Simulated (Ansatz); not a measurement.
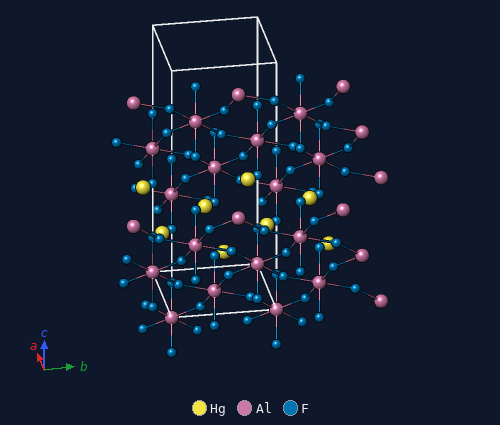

The compound is AlHgF4 (space group I4/mcm, No. 140), taken as coordinates from a relaxation with DFT, PAW plane waves, r2scan+U (Ansatz 0.2.0); the starting structure was generated, so it need not be a known form of this composition.

Bonds are taken as Al–F below 2 Å; no other contact counts. Simplification: prune 0- and 1-connected atoms, fold 2-connected ones into links.

What kind of net remains, and which atoms are its nodes?

Answer. A uninodal 4-connected, two-periodic (layers) net: Al is a 4-connected node. F(8h) becomes part of the edges. Hg and F(8f) drop out.

Name the underlying net.

Answer. It is the sql net, known from the square lattice.

How do the layers lie?

Answer. The layers lie parallel to (001).

Give the first four terms of the coordination sequence (nodes one, two, three … edges away).

Answer. Al: 4, 8, 12, 16.

The simplified net, drawn on the atoms' positions. Nodes are coloured by element. One layer is drawn. Short stubs are edges that leave the cut-out.

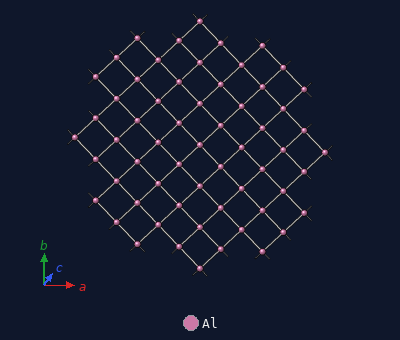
